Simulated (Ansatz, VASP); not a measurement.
# Cross-check of Ta2O5 between VASP and Ansatz, part 2 of 2

Wanted: the spread between two codes on one cell, functional and k mesh.

VASP 6.6.1 and Ansatz 0.2.0.

So far: Set-up; Ansatz: band structure, LDA; VASP: band structure, LDA.

## 3. VASP: band structure, LDA (continued)

Level of this step: LDA; plane waves and PAW (Ta_sv_GW, O_GW) (VASP).

Numbers of over 12 decimals in the logs are rounded to 6 here.

Parts of OUTCAR (step 3):

```text
ion  position               nearest neighbor table
   1  0.648  0.000  0.792-   7 1.91   3 1.93   3 1.93   5 1.98   5 2.00   6 2.20
   2  0.352  0.000  0.208-   7 1.91   4 1.93   4 1.93   6 1.98   6 2.00   5 2.20
   3  0.663  0.500  0.799-   1 1.93   1 1.93
   4  0.337  0.500  0.201-   2 1.93   2 1.93
   5  0.190  0.000  0.872-   1 1.98   1 2.00   2 2.20
   6  0.810  0.000  0.128-   2 1.98   2 2.00   1 2.20
   7  0.500  0.000  0.500-   1 1.91   2 1.91

  LATTYP: Found a simple monoclinic cell.
 ALAT       =     3.8414080139
 B/A-ratio  =     1.0055468557
 C/A-ratio  =     1.7643530617
 COS(beta)  =    -0.2683755528

 Subroutine GETGRP returns: Found  4 space group operations
 (whereof  4 operations were pure point group operations)

The static configuration has the point symmetry C_2h.

 Found     18 irreducible k-points:

   k-points           NKPTS =     18   k-points in BZ     NKDIM =     18   number of bands    NBANDS=     35

   dimension x,y,z NGX =    28 NGY =   28 NGZ =   48
   dimension x,y,z NGXF=    56 NGYF=   56 NGZF=   96

   ENCUT  =  440.0 eV  32.34 Ry    5.69 a.u.   6.57  6.61 11.59*2*pi/ulx,y,z

   NELECT =      56.0000    total number of electrons

 k-points in reciprocal lattice and weights: Automatic mesh
   0.00000000  0.00000000  0.00000000       0.031
   0.25000000  0.00000000  0.00000000       0.062
   0.50000000  0.00000000  0.00000000       0.031
   0.00000000  0.25000000  0.00000000       0.062
   0.25000000  0.25000000  0.00000000       0.125
   0.50000000  0.25000000  0.00000000       0.062
   0.00000000  0.50000000  0.00000000       0.031
   0.25000000  0.50000000  0.00000000       0.062
   0.50000000  0.50000000  0.00000000       0.031
[...]
0.25000000  0.50000000  0.50000000       0.062
   0.50000000  0.50000000  0.50000000       0.031

 average (electrostatic) potential at core
       1 -90.0321       2 -90.0321       3 -71.9429       4 -71.9429       5 -72.8703
       6 -72.8703       7 -72.8289

 E-fermi :   2.7090

 k-point     1 :       0.0000    0.0000    0.0000
  band No.  band energies     occupation
    ...
     24       1.4475      2.00000
     25       1.5869      2.00000
     26       1.7087      2.00000
     27       1.8995      2.00000
     28       1.9202      2.00000
     29       4.6761      0.00000
     30       5.0805      0.00000
     31       5.2337      0.00000
     32       6.7759      0.00000
     33       6.8287      0.00000
    ...

 k-point     2 :       0.2500    0.0000    0.0000
  band No.  band energies     occupation
    ...
     24       1.2299      2.00000
     25       1.3374      2.00000
     26       1.6172      2.00000
     27       1.6178      2.00000
     28       1.8160      2.00000
     29       5.0461      0.00000
     30       5.5365      0.00000
     31       5.8445      0.00000
     32       5.9914      0.00000
     33       7.1488      0.00000
    ...

 k-point     3 :       0.5000    0.0000    0.0000
  band No.  band energies     occupation
    ...
     24       1.0066      2.00000
     25       1.3217      2.00000
     26       1.4152      2.00000
     27       1.5786      2.00000
     28       1.7689      2.00000
     29       4.9426      0.00000
     30       5.5489      0.00000
     31       6.4809      0.00000
     32       7.0894      0.00000
     33       7.3364      0.00000
    ...

  Total       -4.9919709     -5.0772781     -5.3850171      0.0000000      0.0000000     -0.1424564
  in kB      -82.5572981    -83.9681105    -89.0575024      0.0000000      0.0000000     -2.3559463
  external PRESSURE =     -85.1943037 kB  Pullay stress =       0.0000000 kB

  energy-cutoff  :      440.00
  volume of cell :       96.88
      direct lattice vectors                 reciprocal lattice vectors
     3.841408014  0.000000000  0.000000000     0.260321215  0.000000000  0.072524456
     0.000000000  3.862715750  0.000000000     0.000000000  0.258885216  0.000000000
    -1.818942145  0.000000000  6.528959420     0.000000000  0.000000000  0.153163764

 POSITION                                       TOTAL-FORCE (eV/Angst)
 -----------------------------------------------------------------------------------
      1.04910      0.00000      5.17147        -0.031048     -0.000000     -0.060011
      0.97337      0.00000      1.35749         0.031048     -0.000000      0.060011
      1.09285      1.93136      5.21891         0.030092     -0.000000      0.032679
      0.92962      1.93136      1.31005        -0.030092      0.000000     -0.032679
     -0.85675      0.00000      5.69096         0.002007     -0.000000      0.002138
      2.87922      0.00000      0.83800        -0.002007     -0.000000     -0.002138
      1.01123      0.00000      3.26448         0.000000     -0.000000      0.000000
 -----------------------------------------------------------------------------------
    total drift:                               -0.000000     -0.000000      0.000000

  FREE ENERGIE OF THE ION-ELECTRON SYSTEM (eV)
  ---------------------------------------------------
  free  energy   TOTEN  =       -79.2699415831 eV

  energy  without entropy=      -79.2699415831  energy(sigma->0) =      -79.26994158

 total charge
# of ion       s       p       d       f       tot
--------------------------------------------------
    1        3.415   6.105   2.060   0.255  11.835
    2        3.415   6.105   2.060   0.255  11.835
    3        1.542   3.464   0.000   0.000   5.006
    4        1.542   3.464   0.000   0.000   5.006
    5        1.529   3.496   0.000   0.000   5.025
    6        1.529   3.496   0.000   0.000   5.025
    7        1.539   3.474   0.000   0.000   5.014
--------------------------------------------------
tot         14.511  29.605   4.121   0.509  48.745

[... 3 further parts left out ...]
```

The run ends at a pressure of -8.52 GPa, with forces up to 0.068 eV/Å.

## 4. Differences

Known differences besides the PAW data sets themselves: the two LDA forms differ slightly; the cutoff is 420 eV in Ansatz and 440 eV in VASP; Ansatz makes its cores anew for this functional, VASP keeps those of its LDA data sets. Total energies have different zeros and are not compared.

The two programs side by side:

| quantity | Ansatz | VASP | difference |
| --- | --- | --- | --- |
| gap over the path points (eV) | 2.108 | 2.090 | +0.018 |

Forces (eV/Å; atoms numbered as in POSCAR):

| atom | Ansatz x, y, z | VASP x, y, z |
| --- | --- | --- |
| Ta1 | -0.039, 0.000, -0.092 | -0.031, 0.000, -0.060 |
| Ta2 | 0.039, 0.000, 0.092 | 0.031, 0.000, 0.060 |
| O3 | 0.025, 0.000, 0.028 | 0.030, 0.000, 0.033 |
| O4 | -0.025, 0.000, -0.028 | -0.030, 0.000, -0.033 |
| O5 | 0.013, 0.000, 0.001 | 0.002, 0.000, 0.002 |
| O6 | -0.013, 0.000, -0.001 | -0.002, 0.000, -0.002 |
| O7 | 0.000, 0.000, 0.000 | 0.000, 0.000, 0.000 |

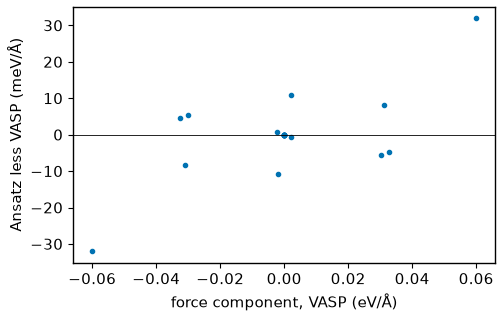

Difference of the force components against their size.

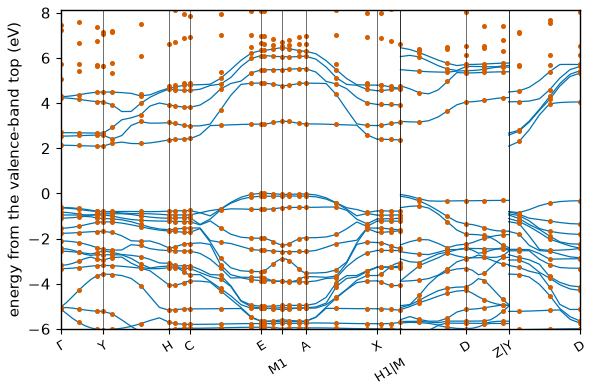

Bands from VASP (lines) and levels from Ansatz (dots). Dots without a line are higher empty bands that the VASP plot leaves out.

Levels at points of the path, from each program's valence-band top (eV; 4 filled, then empty):

| k (reciprocal lattice) | Ansatz | VASP |
| --- | --- | --- |
| 0.000 0.000 0.000 | -0.96 -0.83 -0.64 -0.62 2.15 2.55 2.71 | -0.96 -0.84 -0.65 -0.62 2.13 2.54 2.69 |
| 0.000 0.000 0.214 | -0.96 -0.91 -0.70 -0.66 2.13 2.57 2.69 | -0.96 -0.92 -0.71 -0.67 2.12 2.55 2.68 |
| 0.000 0.000 0.429 | -0.96 -0.92 -0.80 -0.78 2.11 2.59 2.68 | -0.95 -0.93 -0.80 -0.79 2.09 2.58 2.67 |
| 0.000 0.000 0.500 | -0.95 -0.90 -0.81 -0.80 2.11 2.60 2.68 | -0.95 -0.90 -0.81 -0.81 2.09 2.58 2.67 |
| -0.065 0.000 0.531 | -1.00 -0.90 -0.83 -0.80 2.23 2.42 2.93 | -1.00 -0.90 -0.82 -0.81 2.22 2.41 2.92 |
| -0.261 0.000 0.624 | -1.20 -1.00 -0.89 -0.80 2.22 3.18 3.49 | -1.19 -1.00 -0.89 -0.81 2.20 3.17 3.48 |
| -0.457 0.000 0.716 | -1.24 -1.11 -0.95 -0.78 2.38 3.14 3.93 | -1.23 -1.10 -0.95 -0.79 2.37 3.13 3.92 |
| -0.469 0.000 0.655 | -1.25 -1.10 -0.95 -0.77 2.40 3.10 3.88 | -1.24 -1.09 -0.95 -0.78 2.38 3.09 3.87 |
| -0.488 0.000 0.562 | -1.26 -1.08 -0.95 -0.76 2.43 3.02 3.83 | -1.25 -1.08 -0.96 -0.77 2.41 3.01 3.82 |
| -0.500 0.000 0.500 | -1.26 -1.08 -0.95 -0.76 2.43 3.00 3.82 | -1.25 -1.08 -0.95 -0.76 2.42 2.99 3.81 |

The forces differ by 11 meV/Å r.m.s., which is 43.9 % of the r.m.s. force of 0.02 eV/Å (both taken over all components). Among the levels compared (up to four filled and three empty ones at each point), filled levels agree within 9 meV and empty ones within 18 meV.

## 5. Further runs

The difference is large enough to ask for its cause, so further runs change the set-up of one program at a time, as the table lists.

| run | difference in gap over the path points (eV) |
| --- | --- |
| as above | 0.018 |
| cores kept as stored, as VASP does, whose cores stay as stored | 0.017 |
| Ansatz's larger PAW set (cutoff 900 eV) | 0.024 |
| norm-conserving potentials (cutoff 1143 eV) | 0.032 |

## 6. What came out

| Property | Result |
| --- | --- |
| difference in gap over the path points (band structure, LDA) | 0.018 eV |
| r.m.s. force difference (band structure, LDA) | 11 meV/Å |

**Reading.** The r.m.s. force difference is 11 meV/Å (band structure, LDA), within the 12 meV/Å picked in this series as the mark of a large difference. For band structure, LDA: no further run halves the difference in gap over the path points; only Ansatz's side was varied. 2 further runs on this material are not shown. How closely two codes agree says nothing of how well the functional describes the real material.

[Lines on the potential files, build, host, timing and source positions are cut from VASP's logs without a mark.]

[Logs are printed without paths, hosts, clocks, repeated set-up lines and the standing remarks that a program may print on its own settings, such as how far it seeks lower states.]

[Hosts, paths, dates, database ids (printed as entryN), source tags and the programs' standing remarks are cut or masked in the printed files.]
